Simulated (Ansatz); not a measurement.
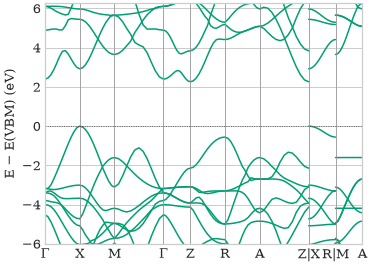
Figure: Band structure from r²SCAN+D4 in the plane-wave PAW code Ansatz

Task: Read off the gap and where the band edges lie.

Result: About 2.3 eV (2.26 eV by a search for the band edges); maximum at X, minimum at Z.

Task: Pick the material that matches.
A) SiGeO3, P4mm (Si on 1b, Ge on 1a, O on 2c, O on 1b)
B) TlF, P4/nmm (Tl on 2c, F on 2c)
C) LaBi2ClO4, P4/mmm (La on 1a, Bi on 2h, Cl on 1b, O on 4i)

Result: A, SiGeO3, P4mm (Si on 1b, Ge on 1a, O on 2c, O on 1b)

The start of the workflow was typed in or built on a structure type; neither database checked (COD, Materials Project) lists it. Its standing as an ambient phase is unchecked. The r²SCAN+D4 relaxation kept the symmetry of its start; whether a distortion lowers the energy is not shown. Scalar-relativistic: spin–orbit coupling is off unless named, which matters more the heavier the elements.

Potentials: the later of the program's two PAW sets.
